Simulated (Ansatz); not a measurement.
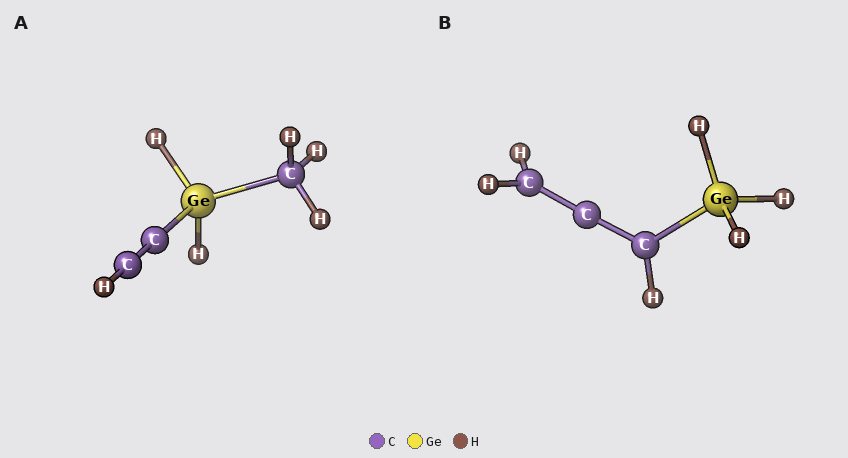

2 stationary structures of one formula. Geometries: PBE-D4/def2-SVP. Electronic energies: PBE-D4/def2-SVP (Ansatz 0.2.0), without zero-point energy. No frequency run is at hand to confirm each as a minimum.

How are they related?

Answer. They are constitutional isomers of C3H6Ge: A `C#[C][GeH2][CH3]`, B `C=C=[CH][GeH3]`.

Which is lowest in energy, and by how much?

Answer. B is lowest; A lies 0.040 eV above it.
